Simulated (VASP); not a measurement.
# A VASP study of CoNiP (PBEsol + U): structure first, properties next, part 4 of 8

Aim: relax CoNiP, then compute properties on the relaxed cell. The start is a computed cell from the Materials Project.

VASP 6.6.1; PBEsol, DFT+U (Co d 3 eV, Ni d 5 eV), spin-polarised from a ferromagnetic start; plane waves and PAW (Co, Ni, P).

Still holding for the runs below: A U on the itinerant d states of such a compound is hard to justify; it moves the bands at the Fermi level.

So far. Step 2 (Full relaxation (PBEsol + U)): It ends with a largest force of 0.009 eV/Å and a pressure of 0.06 GPa. Step 3 (Second relaxation): It ends with a largest force of 0.003 eV/Å and a pressure of 0.04 GPa. The relaxed cell has a = 5.664, c = 3.206 Å (conventional setting).

**4. Single point with fields (PBEsol + U)**

The relaxed cell gets a fresh self-consistent run, on a basis set for its own volume, to fix the density and to check the remaining stress.

INCAR reads:

```
SYSTEM = CoNiP
PREC = Accurate
ENCUT = 400
EDIFF = 1E-06
NELM = 100
ISMEAR = 0
SIGMA = 0.05
LREAL = .FALSE.
ALGO = Normal
GGA = PS
NBANDS = 55
ISPIN = 2
MAGMOM = 2 2 2 1 1 1 0 0 0
LDAU = .TRUE.
LDAUTYPE = 2
LDAUL = 2 2 -1
LDAUU = 3 5 0
LDAUJ = 0 0 0
LDAUPRINT = 1
LASPH = .TRUE.
LMAXMIX = 4
LORBIT = 11
LWAVE = .FALSE.
LCHARG = .TRUE.
ISIF = 2
LELF = .TRUE.
LVHAR = .TRUE.
```

POSCAR reads:

```
CoNiP
1.0
    5.6636925259      0.0000000000      0.0000000000
   -2.8318462629      4.9049016066      0.0000000000
    0.0000000000      0.0000000000      3.2057148945
Co Ni P
3 3 3
Direct
    0.0000000000      0.7384148471      0.0000000000
    0.2615851529      0.2615851529      0.0000000000
    0.7384148471      0.0000000000      0.0000000000
    0.0000000000      0.3958656234      0.5000000000
    0.6041343766      0.6041343766      0.5000000000
    0.3958656234      0.0000000000      0.5000000000
    0.3333333300      0.6666666700      0.0000000000
    0.6666666700      0.3333333300      0.0000000000
    0.0000000000      0.0000000000      0.5000000000
```

KPOINTS reads:

```
Automatic mesh
0
Gamma
5 5 7
0 0 0
```

The projector-augmented-wave data sets are Co, Ni and P (PBE family, release 64).

On the command line:

```bash
$ mpirun -np 8 vasp_std
```

The log of the run:

```text
[banner, memory and clock lines left out]
running    8 mpi-ranks, on    1 nodes
 distrk:  each k-point on    8 cores,    1 groups
 distr:  one band on    1 cores,    8 groups

 POSCAR found type information on POSCAR CoNiP
 POSCAR found :  3 types and       9 ions
 [... a notice as in an earlier step ...]

 [... a notice as in an earlier step ...]

 LDA part: xc-table for (Slater+PW92), standard interpolation
|                                                                             |
|           W    W    AA    RRRRR   N    N  II  N    N   GGGG   !!!           |
|           W    W   A  A   R    R  NN   N  II  NN   N  G    G  !!!           |
|           W    W  A    A  R    R  N N  N  II  N N  N  G       !!!           |
|           W WW W  AAAAAA  RRRRR   N  N N  II  N  N N  G  GGG   !            |
|           WW  WW  A    A  R   R   N   NN  II  N   NN  G    G                |
|           W    W  A    A  R    R  N    N  II  N    N   GGGG   !!!           |
|                                                                             |
|     The number of bands has been changed from the values supplied in        |
|     The orbitals not found in the WAVECAR file will be initialized with     |
|     random numbers, which is usually adequate. For correlated               |
|     calculations, however, you should redo the groundstate calculation.     |
|     I found NBANDS = 55. Now, NBANDS = 56.                                  |
|                                                                             |

 POSCAR, INCAR and KPOINTS ok, starting setup
 FFT: planning ... GRIDC
 FFT: planning ... GRID_SOFT
 FFT: planning ... GRID
 WAVECAR not read
 entering main loop
       N       E                     dE             d eps       ncg     rms          rms(c)
DAV:   1     0.535549731066E+03    0.53555E+03   -0.24734E+04  4480   0.139E+03
DAV:   2     0.107727847443E+02   -0.52478E+03   -0.48780E+03  4480   0.333E+02
DAV:   3    -0.495047718855E+02   -0.60278E+02   -0.56624E+02  4888   0.132E+02
DAV:   4    -0.515857743272E+02   -0.20810E+01   -0.20676E+01  5144   0.253E+01
DAV:   5    -0.516381859174E+02   -0.52412E-01   -0.52388E-01  5408   0.347E+00    0.379E+01
DAV:   6    -0.547591021572E+02   -0.31209E+01   -0.41780E+01  5312   0.980E+01    0.272E+01
DAV:   7    -0.519281493458E+02    0.28310E+01   -0.32512E+01  5248   0.138E+02    0.235E+01
DAV:   8    -0.485139768940E+02    0.34142E+01   -0.10020E+01  5384   0.684E+01    0.765E+00
DAV:   9    -0.486001028716E+02   -0.86126E-01   -0.22397E+00  5800   0.190E+01    0.364E+00
DAV:  10    -0.486250629384E+02   -0.24960E-01   -0.59884E-01  5168   0.883E+00    0.181E+00
DAV:  11    -0.486341834183E+02   -0.91205E-02   -0.63622E-02  5232   0.328E+00    0.108E+00
DAV:  12    -0.486414202372E+02   -0.72368E-02   -0.17063E-02  5544   0.110E+00    0.450E-01
DAV:  13    -0.486422924303E+02   -0.87219E-03   -0.32747E-03  5216   0.457E-01    0.231E-01
DAV:  14    -0.486423691246E+02   -0.76694E-04   -0.55978E-04  5592   0.296E-01    0.836E-02
DAV:  15    -0.486424146404E+02   -0.45516E-04   -0.16704E-04  5464   0.928E-02    0.223E-02
DAV:  16    -0.486424195938E+02   -0.49534E-05   -0.33207E-05  5192   0.621E-02    0.122E-02
DAV:  17    -0.486424208670E+02   -0.12733E-05   -0.47762E-06  4336   0.191E-02    0.582E-03
DAV:  18    -0.486424213776E+02   -0.51055E-06   -0.91407E-07  2840   0.812E-03
   1 F= -.48642421E+02 E0= -.48640745E+02  d E =-.335213E-02  mag=     0.0000
```

Wall time 36 s (8 MPI ranks of Intel Xeon Platinum 8259CL at 2.50GHz (Skylake/Cascade Lake), shared host); peak memory 1.1 GiB.

From OUTCAR (step 4):

```text
  LATTYP: Found a hexagonal cell.
 ALAT       =     5.6636925259
 C/A-ratio  =     0.5660114633

The static configuration has the point symmetry D_3h.

 Found     20 irreducible k-points:

   k-points           NKPTS =     20   k-points in BZ     NKDIM =     20   number of bands    NBANDS=     56

   NELECT =      72.0000    total number of electrons

atom =   1  type =  1  l = 2

 onsite density matrix

spin component  1

  0.8050  0.0000  0.0165  0.0000  0.0563
  0.0000  0.7664 -0.0000  0.0072 -0.0000
  0.0165 -0.0000  0.8297 -0.0000  0.0095
  0.0000  0.0072 -0.0000  0.7747 -0.0000
  0.0563 -0.0000  0.0095 -0.0000  0.7399

spin component  2

  0.8050  0.0000  0.0165  0.0000  0.0564
  0.0000  0.7664 -0.0000  0.0072 -0.0000
  0.0165 -0.0000  0.8297 -0.0000  0.0095
  0.0000  0.0072 -0.0000  0.7748 -0.0000
  0.0564 -0.0000  0.0095 -0.0000  0.7399

 occupancies and eigenvectors

  o =  0.7074  v =  0.0000  0.0000  0.0000  0.0000  0.0000 -0.5000  0.0000  0.0000 -0.0000  0.8660      0.0000  0.0000  0.0000  0.0000  0.0000  0.0000  0.0000  0.0000  0.0000  0.0000
  o =  0.7074  v = -0.5000 -0.0000  0.0000  0.0000  0.8660  0.0000  0.0000  0.0000  0.0000  0.0000      0.0000  0.0000  0.0000  0.0000  0.0000  0.0000  0.0000  0.0000  0.0000  0.0000
  o =  0.7622  v =  0.0000 -0.8660  0.0000  0.5000 -0.0000  0.0000  0.0000  0.0000  0.0000  0.0000      0.0000  0.0000  0.0000  0.0000  0.0000  0.0000  0.0000  0.0000  0.0000  0.0000
  o =  0.7622  v =  0.0000  0.0000  0.0000  0.0000  0.0000  0.0000  0.8660 -0.0000 -0.5000 -0.0000      0.0000  0.0000  0.0000  0.0000  0.0000  0.0000  0.0000  0.0000  0.0000  0.0000
  o =  0.7789  v =  0.0000 -0.5000  0.0000 -0.8660 -0.0000  0.0000  0.0000  0.0000  0.0000  0.0000      0.0000  0.0000  0.0000  0.0000  0.0000  0.0000  0.0000  0.0000  0.0000  0.0000
  o =  0.7789  v =  0.0000  0.0000  0.0000  0.0000  0.0000 -0.0000 -0.5000 -0.0000 -0.8660  0.0000      0.0000  0.0000  0.0000  0.0000  0.0000  0.0000  0.0000  0.0000  0.0000  0.0000
  o =  0.8141  v =  0.5476 -0.0000 -0.7747  0.0000  0.3161  0.0000  0.0000  0.0000  0.0000  0.0000      0.0000  0.0000  0.0000  0.0000  0.0000  0.0000  0.0000  0.0000  0.0000  0.0000
  o =  0.8141  v =  0.0000  0.0000  0.0000  0.0000  0.0000  0.5475 -0.0000 -0.7748  0.0000  0.3161      0.0000  0.0000  0.0000  0.0000  0.0000  0.0000  0.0000  0.0000  0.0000  0.0000
  o =  0.8531  v =  0.6709  0.0000  0.6323  0.0000  0.3874  0.0000  0.0000  0.0000  0.0000  0.0000      0.0000  0.0000  0.0000  0.0000  0.0000  0.0000  0.0000  0.0000  0.0000  0.0000
  o =  0.8531  v =  0.0000  0.0000  0.0000  0.0000  0.0000 -0.6710  0.0000 -0.6322  0.0000 -0.3874      0.0000  0.0000  0.0000  0.0000  0.0000  0.0000  0.0000  0.0000  0.0000  0.0000

atom =   2  type =  1  l = 2

 onsite density matrix

spin component  1

  0.8050  0.0000 -0.0165  0.0000 -0.0563
  0.0000  0.7664  0.0000 -0.0072  0.0000
 -0.0165  0.0000  0.8297 -0.0000  0.0095
  0.0000 -0.0072 -0.0000  0.7747 -0.0000
 -0.0563  0.0000  0.0095 -0.0000  0.7399

spin component  2

  0.8050  0.0000 -0.0165  0.0000 -0.0564
  0.0000  0.7664  0.0000 -0.0072  0.0000
 -0.0165  0.0000  0.8297 -0.0000  0.0095
  0.0000 -0.0072 -0.0000  0.7748 -0.0000
 -0.0564  0.0000  0.0095 -0.0000  0.7399

 occupancies and eigenvectors

  o =  0.7074  v =  0.0000  0.0000  0.0000  0.0000  0.0000 -0.5000 -0.0000 -0.0000 -0.0000 -0.8660      0.0000  0.0000  0.0000  0.0000  0.0000  0.0000  0.0000  0.0000  0.0000  0.0000
  o =  0.7074  v =  0.5000 -0.0000  0.0000  0.0000  0.8660  0.0000  0.0000  0.0000  0.0000  0.0000      0.0000  0.0000  0.0000  0.0000  0.0000  0.0000  0.0000  0.0000  0.0000  0.0000
  o =  0.7622  v =  0.0000 -0.8660  0.0000 -0.5000 -0.0000  0.0000  0.0000  0.0000  0.0000  0.0000      0.0000  0.0000  0.0000  0.0000  0.0000  0.0000  0.0000  0.0000  0.0000  0.0000
  o =  0.7622  v =  0.0000  0.0000  0.0000  0.0000  0.0000  0.0000 -0.8660 -0.0000 -0.5000  0.0000      0.0000  0.0000  0.0000  0.0000  0.0000  0.0000  0.0000  0.0000  0.0000  0.0000
  o =  0.7789  v =  0.0000 -0.5000  0.0000  0.8660 -0.0000  0.0000  0.0000  0.0000  0.0000  0.0000      0.0000  0.0000  0.0000  0.0000  0.0000  0.0000  0.0000  0.0000  0.0000  0.0000
  o =  0.7789  v =  0.0000  0.0000  0.0000  0.0000  0.0000 -0.0000  0.5000  0.0000 -0.8660 -0.0000      0.0000  0.0000  0.0000  0.0000  0.0000  0.0000  0.0000  0.0000  0.0000  0.0000
  o =  0.8141  v = -0.5476 -0.0000 -0.7747  0.0000  0.3161  0.0000  0.0000  0.0000  0.0000  0.0000      0.0000  0.0000  0.0000  0.0000  0.0000  0.0000  0.0000  0.0000  0.0000  0.0000
  o =  0.8141  v =  0.0000  0.0000  0.0000  0.0000  0.0000 -0.5475 -0.0000 -0.7748  0.0000  0.3161      0.0000  0.0000  0.0000  0.0000  0.0000  0.0000  0.0000  0.0000  0.0000  0.0000
  o =  0.8531  v = -0.6709  0.0000  0.6323 -0.0000  0.3874  0.0000  0.0000  0.0000  0.0000  0.0000      0.0000  0.0000  0.0000  0.0000  0.0000  0.0000  0.0000  0.0000  0.0000  0.0000
  o =  0.8531  v =  0.0000  0.0000  0.0000  0.0000  0.0000 -0.6710 -0.0000  0.6322  0.0000  0.3874      0.0000  0.0000  0.0000  0.0000  0.0000  0.0000  0.0000  0.0000  0.0000  0.0000

atom =   3  type =  1  l = 2

 onsite density matrix

spin component  1

  0.7074 -0.0000 -0.0000 -0.0000 -0.0000
 -0.0000  0.7789  0.0000  0.0000 -0.0000
 -0.0000  0.0000  0.8297  0.0000 -0.0191
 -0.0000  0.0000  0.0000  0.7622 -0.0000
[...]
o =  0.8379  v =  0.0000 -1.0000 -0.0000 -0.0000  0.0000  0.0000  0.0000  0.0000  0.0000  0.0000      0.0000  0.0000  0.0000  0.0000  0.0000  0.0000  0.0000  0.0000  0.0000  0.0000
  o =  0.8379  v =  0.0000  0.0000  0.0000  0.0000  0.0000  0.0000 -1.0000 -0.0000 -0.0000  0.0000      0.0000  0.0000  0.0000  0.0000  0.0000  0.0000  0.0000  0.0000  0.0000  0.0000
  o =  0.8950  v =  0.0000 -0.0000  0.2254 -0.0000 -0.9743  0.0000  0.0000  0.0000  0.0000  0.0000      0.0000  0.0000  0.0000  0.0000  0.0000  0.0000  0.0000  0.0000  0.0000  0.0000
  o =  0.8950  v =  0.0000  0.0000  0.0000  0.0000  0.0000  0.0000 -0.0000  0.2255 -0.0000 -0.9743      0.0000  0.0000  0.0000  0.0000  0.0000  0.0000  0.0000  0.0000  0.0000  0.0000
  o =  0.9094  v = -1.0000 -0.0000 -0.0000  0.0000 -0.0000  0.0000  0.0000  0.0000  0.0000  0.0000      0.0000  0.0000  0.0000  0.0000  0.0000  0.0000  0.0000  0.0000  0.0000  0.0000
  o =  0.9094  v =  0.0000  0.0000  0.0000  0.0000  0.0000 -1.0000 -0.0000 -0.0000  0.0000 -0.0000      0.0000  0.0000  0.0000  0.0000  0.0000  0.0000  0.0000  0.0000  0.0000  0.0000
  o =  0.9468  v = -0.0000 -0.0000  0.9743 -0.0000  0.2254  0.0000  0.0000  0.0000  0.0000  0.0000      0.0000  0.0000  0.0000  0.0000  0.0000  0.0000  0.0000  0.0000  0.0000  0.0000
  o =  0.9468  v =  0.0000  0.0000  0.0000  0.0000  0.0000 -0.0000 -0.0000  0.9743 -0.0000  0.2255      0.0000  0.0000  0.0000  0.0000  0.0000  0.0000  0.0000  0.0000  0.0000  0.0000

 E-fermi :  11.8813

 spin component 1
 k-point     1 :       0.0000    0.0000    0.0000
  band No.  band energies     occupation
    ...
     34      11.2164      1.00000
     35      11.2491      1.00000
     36      11.2491      1.00000
     37      11.4478      1.00000
     38      11.7392      0.99997
     39      15.8975      0.00000
     40      15.9566      0.00000
     41      15.9566      0.00000
     42      16.4085      0.00000
     43      17.4522      0.00000
    ...

 k-point     2 :       0.2000   -0.0000    0.0000
  band No.  band energies     occupation
    ...
     32      10.9096      1.00000
     33      10.9346      1.00000
     34      11.2295      1.00000
     35      11.2316      1.00000
     36      11.4564      1.00000
     37      12.1234      0.00000
     38      12.2029      0.00000
     39      15.0334      0.00000
     40      15.3808      0.00000
     41      15.6330      0.00000
    ...

 k-point     3 :       0.4000    0.0000    0.0000
  band No.  band energies     occupation
    ...
     32      10.9910      1.00000
     33      11.1751      1.00000
     34      11.2392      1.00000
     35      11.3956      1.00000
     36      11.4036      1.00000
     37      12.7949      0.00000
     38      13.4436      0.00000
     39      14.0012      0.00000
     40      14.2841      0.00000
     41      14.7498      0.00000
    ...

 k-point     4 :       0.2000    0.2000    0.0000
  band No.  band energies     occupation
    ...
     32      10.7797      1.00000
     33      11.1340      1.00000
     34      11.2264      1.00000
     35      11.3343      1.00000
     36      11.4352      1.00000
     37      12.6824      0.00000
     38      13.0969      0.00000
     39      14.1174      0.00000
     40      14.8198      0.00000
     41      15.2004      0.00000
    ...

  Total        0.1489287      0.1489287      0.0511989      0.0000000      0.0000000      0.0000000
  in kB        2.6793796      2.6793796      0.9211207      0.0000000      0.0000000      0.0000000
  external PRESSURE =       2.0932933 kB  Pullay stress =       0.0000000 kB

  energy-cutoff  :      400.00
  volume of cell :       89.05
      direct lattice vectors                 reciprocal lattice vectors
     5.663692526  0.000000000  0.000000000     0.176563257  0.101938844  0.000000000
    -2.831846263  4.904901607  0.000000000     0.000000000  0.203877688  0.000000000
     0.000000000  0.000000000  3.205714894     0.000000000  0.000000000  0.311942900

 POSITION                                       TOTAL-FORCE (eV/Angst)
 -----------------------------------------------------------------------------------
     -2.09108      3.62185      0.00000         0.001585     -0.002745      0.000000
      0.74077      1.28305      0.00000         0.001585      0.002745      0.000000
      4.18215      0.00000      0.00000        -0.003170     -0.000000      0.000000
     -1.12103      1.94168      1.60286        -0.000212      0.000368     -0.000000
      1.71082      2.96322      1.60286        -0.000212     -0.000368      0.000000
      2.24206      0.00000      1.60286         0.000425     -0.000000      0.000000
     -0.00000      3.26993      0.00000         0.000000     -0.000000      0.000000
      2.83185      1.63497      0.00000         0.000000     -0.000000      0.000000
      0.00000      0.00000      1.60286         0.000000     -0.000000      0.000000
 -----------------------------------------------------------------------------------
    total drift:                               -0.000006     -0.000010      0.000000

  FREE ENERGIE OF THE ION-ELECTRON SYSTEM (eV)
  ---------------------------------------------------
  free  energy   TOTEN  =       -48.6424213776 eV

  energy  without entropy=      -48.6390692448  energy(sigma->0) =      -48.64074531

 total charge
# of ion       s       p       d       tot
------------------------------------------
    1        0.474   0.700   7.786   8.960
    2        0.474   0.700   7.786   8.960
    3        0.474   0.700   7.786   8.960
    4        0.429   0.578   8.768   9.775
    5        0.429   0.578   8.768   9.775
    6        0.429   0.578   8.768   9.775
    7        1.000   1.455   0.000   2.455
    8        1.000   1.455   0.000   2.455
    9        0.985   1.511   0.000   2.496
--------------------------------------------------
tot          5.695   8.255  49.662  63.612

 magnetization (x)
# of ion       s       p       d       tot
------------------------------------------
    1        0.000   0.000  -0.000  -0.000
    2        0.000   0.000  -0.000  -0.000
    3        0.000   0.000  -0.000  -0.000
    4        0.000   0.000  -0.000  -0.000
    5        0.000   0.000  -0.000  -0.000
    6        0.000   0.000  -0.000  -0.000
    7       -0.000   0.000   0.000   0.000
    8       -0.000   0.000   0.000   0.000
    9       -0.000  -0.000   0.000  -0.000
--------------------------------------------------
tot          0.000   0.000  -0.000  -0.000

[... 4 parts as in an earlier step ...]

[... 10 further parts left out ...]
```

With spin, VASP writes an ELF for each channel.

Numbers from this step:

```
SCF cycles : 18
bands      : 56
pressure   : 0.2093 GPa
```

Valence electrons inside each PAW sphere by angular momentum. Sphere charges, by row:

```tsv
atom	s (e)	p (e)	d (e)	tot (e)
Co1	0.474	0.7	7.786	8.96
Co2	0.474	0.7	7.786	8.96
Co3	0.474	0.7	7.786	8.96
Ni4	0.429	0.578	8.768	9.775
Ni5	0.429	0.578	8.768	9.775
Ni6	0.429	0.578	8.768	9.775
P7	1	1.455	0	2.455
P8	1	1.455	0	2.455
P9	0.985	1.511	0	2.496
```

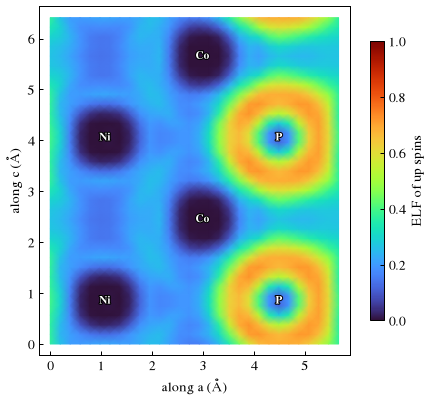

ELF of up spins in the ac plane at fractional y = 0.000, with atoms of Co and Ni and P within 0.2 Å of it. It is the smooth field of the valence electrons, not physical close to the nuclei. The map starts off the cell's origin, so that atoms lie inside it.

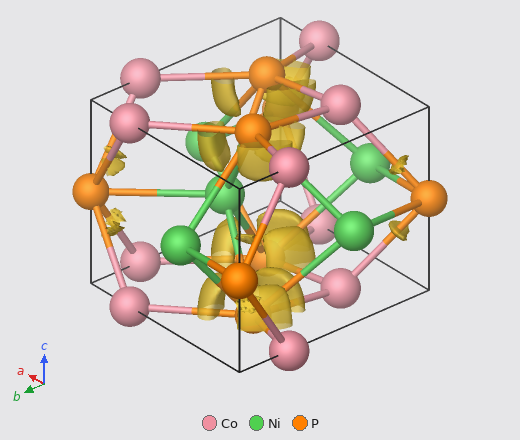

Surface of ELF of up spins = 0.72.

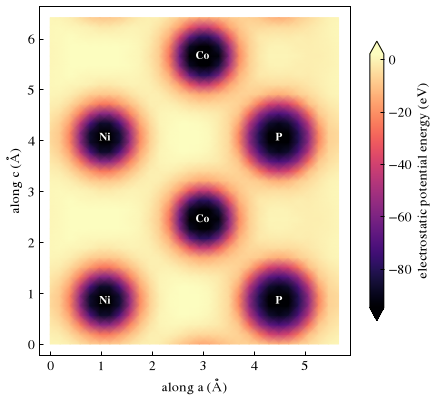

Electrostatic potential energy in the ac plane at fractional y = 0.000, with atoms of Co and Ni and P within 0.2 Å of it. With pseudopotentials it is smooth inside the atoms' cores, unlike the true potential. The map starts off the cell's origin, so that atoms lie inside it.

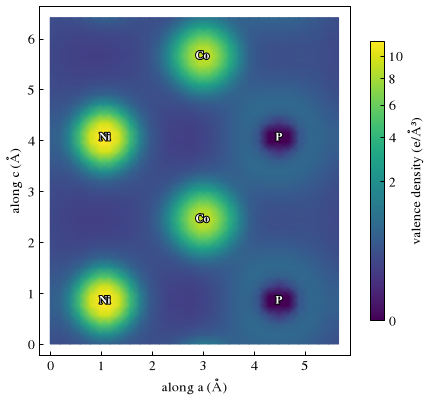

Valence density in the ac plane at fractional y = 0.000, with atoms of Co and Ni and P within 0.2 Å of it. It is the smooth field of the valence electrons, not physical close to the nuclei. The map starts off the cell's origin, so that atoms lie inside it. The colour scale is stretched toward low values.

In this run the pressure is 0.21 GPa, small enough to go on.

(Continued in part 5 of 8.)

[Lines on the potential files, build, host, timing and source positions are cut from VASP's logs without a mark.]

[Logs are printed without paths, hosts, clocks, repeated set-up lines and the standing remarks that a program may print on its own settings, such as how far it seeks lower states.]

[Hosts, paths, dates, database ids (printed as entryN), source tags and the programs' standing remarks are cut or masked in the printed files.]

[A measured line is paired with the nearest computed mode of its activity, which favours agreement.]
